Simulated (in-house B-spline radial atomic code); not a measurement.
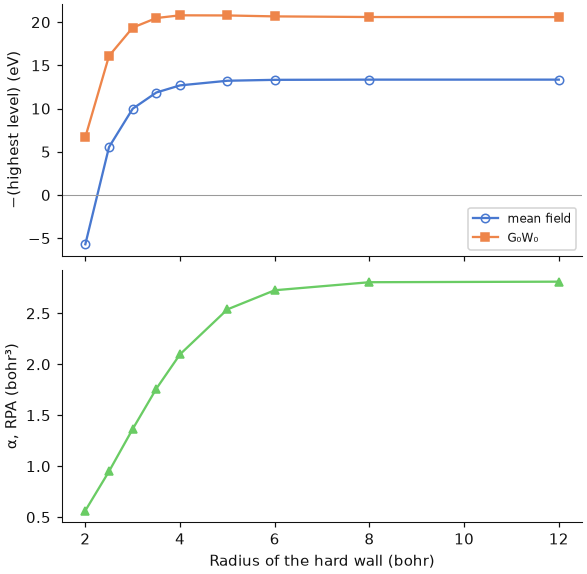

Ne ([He] 2s² 2p⁶) confined in a hard spherical wall, PBE start. All-electron spherical atom, non-relativistic, no spin-orbit coupling, Breit or QED terms; computed with a B-spline radial code.

Describe the effect of the wall.

Answer. As the wall closes from 12 to 2 bohr, the mean-field binding energy of 2p goes from 13.35 to −5.70 eV, so the level rises above zero, and the G₀W₀ value from 20.58 (at 12 bohr) to 6.70 eV (at 2 bohr). The RPA-screened polarisability falls from 2.81 to 0.564 bohr³, and the RPA correlation energy goes from −0.6073 to −0.5727 hartree.
